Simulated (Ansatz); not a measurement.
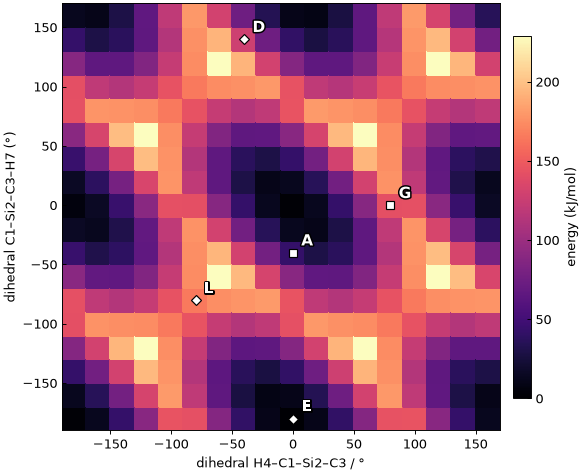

C₂H₅Si, SMILES C=[SiH][CH2+], charge +1. First axis: dihedral H4–C1–Si2–C3. Second axis: dihedral C1–Si2–C3–H7. Nothing is relaxed (all other coordinates rigid). Grid: 18 × 18 points; 168 points were computed and 156 follow by symmetry. Energies are in kJ/mol, from the lowest grid point. Energies and slopes of some neighbouring points disagree (a jump in structure or state, or too coarse a mesh). Computed with RHF/def2-TZVP in Ansatz.

Drawn: one coloured cell a grid point, lettered points.

Rank the lettered points by energy, lowest first.

Answer. E (0 kJ/mol), A (43 kJ/mol), D (128 kJ/mol), G (142 kJ/mol), L (165 kJ/mol).
